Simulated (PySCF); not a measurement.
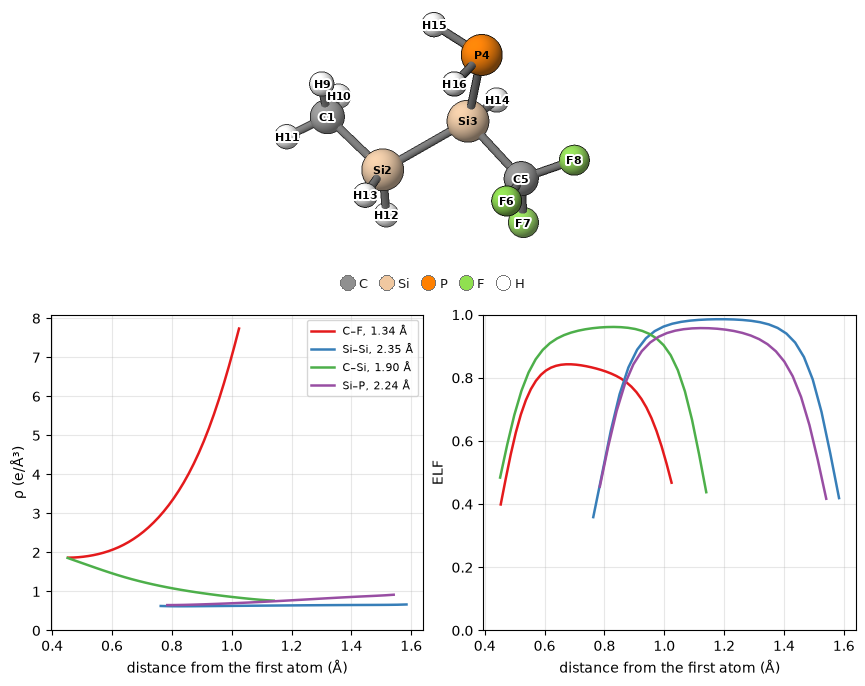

The picture shows: C$_{2}$H$_{8}$F$_{3}$PSi$_{2}$. Total electron density and electron localisation function along straight lines between neighbouring atoms. The curves leave out the atomic cores. The structure is drawn too.

Geometry: GFN2-xTB.

Computed with PBE0/pcSseg-1, SCF density, gas phase, non-relativistic (PySCF 2.14.0).

```xyz
16

C     2.6244    0.3347   -0.0529
Si    1.0258    0.0028   -1.0258
Si   -0.6453   -0.5377    0.5307
P    -1.4168    0.9160    2.0531
C    -2.2404   -0.8219   -0.5540
F    -2.6064    0.3035   -1.2109
F    -2.0459   -1.7559   -1.5120
F    -3.3187   -1.2187    0.1422
H     2.5084    1.1678    0.6353
H     2.9261   -0.5320    0.5287
H     3.4446    0.5778   -0.7209
H     1.2564   -1.0744   -1.9956
H     0.6673    1.2196   -1.7724
H    -0.5696   -1.8301    1.2340
H    -0.1578    1.2584    2.5240
H    -1.4598    1.9992    1.1851
```

Q: What kind of bonding do the profiles show?

A: C–F (1.34 Å): ρ at the midpoint is about 2.3 e/Å³; the ELF peaks at about 0.85 between the atoms: a shared but strongly polarised pair.
Si–Si (2.35 Å): ρ at the midpoint is about 0.64 e/Å³; the ELF peaks at about 1 between the atoms; localised, covalent bonding.
C–Si (1.90 Å): ρ at the midpoint is about 0.91 e/Å³; the ELF peaks at about 0.95 between the atoms; localised, covalent bonding.
Si–P (2.24 Å): the density is about 0.74 e/Å³ at the midpoint; the ELF peaks at about 0.95 between the atoms: a shared electron pair.
